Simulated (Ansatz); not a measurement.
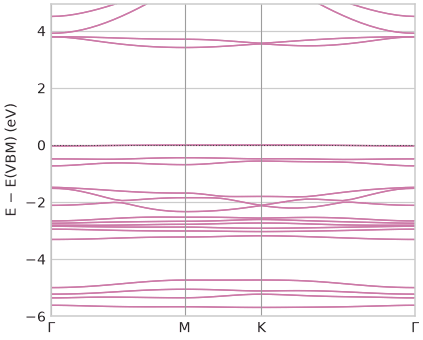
Fig. 1. Band structure from the program Ansatz at the r²SCAN+D4 with spin–orbit coupling level (PAW)

Problem. Read off the gap and where the band edges lie.

Solution. About 3.4 eV (3.42 eV by a search for the band edges); maximum at K, minimum at M.

The material is monolayer Na$_{2}$H$_{6}$PtO$_{6}$ (P-3 in the vacuum cell, 15 atoms; Na with 6 neighbours, H with 1 neighbours, Pt with 6 neighbours (octahedral), O with 4 neighbours).

The layer was cut from a bulk entry of the Materials Project (measured or hypothetical); whether that bulk phase is the ambient one, and whether the layer has been isolated, was not checked. The cell was relaxed with r²SCAN+D4 under the symmetry of its start; whether a distortion lowers the energy is not shown. The run is not spin-polarised.

Potentials: the later of the program's two PAW sets.
